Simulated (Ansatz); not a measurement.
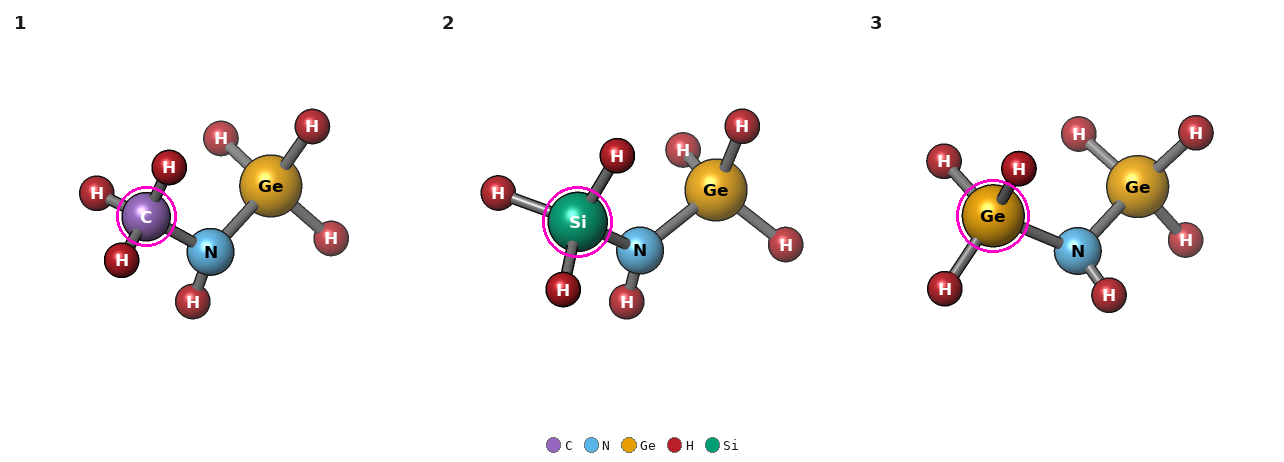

3 molecules with one skeleton, seen from the same side and at one scale; the atom that differs is circled. Charge 0, singlet. Computed geometries: PBE0-D4/def2-TZVP optimisations, one conformation each. Properties computed with Ansatz 0.2.0.

One atom differs, called X below: C in panel 1, Si in panel 2, Ge in panel 3. Their formulas are CH7GeN (`C[NH][GeH3]`), GeH7NSi (`[SiH3][NH][GeH3]`), Ge2H7N (`[GeH3][NH][GeH3]`).

### Rank them by the mean length of X–H, lowest first (PBE0-D4/def2-TZVP).

1 (C), 2 (Si), 3 (Ge).

### Rank them by the dipole moment, lowest first (ωB97M-V/def2-TZVPP).

3 (Ge), 1 (C), 2 (Si).

Give the values. With PBE0-D4/def2-TZVP: mean length of X–H (Å), length of X–N (Å), smallest angle N–X–H (°), largest angle N–X–H (°). With PBE0-D4/def2-SVP: HOMO energy (Kohn–Sham orbital) (eV), HOMO–LUMO gap (eV). With ωB97M-V/def2-TZVPP: dipole moment (D).

```json
{"quantity": "mean length of X–H (Å)", "1 (C)": "1.096", "2 (Si)": "1.489", "3 (Ge)": "1.540"}
{"quantity": "length of X–N (Å)", "1 (C)": "1.450", "2 (Si)": "1.718", "3 (Ge)": "1.837"}
{"quantity": "smallest angle N–X–H (°)", "1 (C)": "109.5", "2 (Si)": "107.3", "3 (Ge)": "106.5"}
{"quantity": "largest angle N–X–H (°)", "1 (C)": "114.8", "2 (Si)": "114.2", "3 (Ge)": "113.1"}
{"quantity": "HOMO energy (Kohn–Sham orbital) (eV)", "1 (C)": "−6.50", "2 (Si)": "−7.16", "3 (Ge)": "−6.99"}
{"quantity": "HOMO–LUMO gap (eV)", "1 (C)": "7.46", "2 (Si)": "7.57", "3 (Ge)": "7.35"}
{"quantity": "dipole moment (D)", "1 (C)": "0.86", "2 (Si)": "1.07", "3 (Ge)": "0.66"}
```
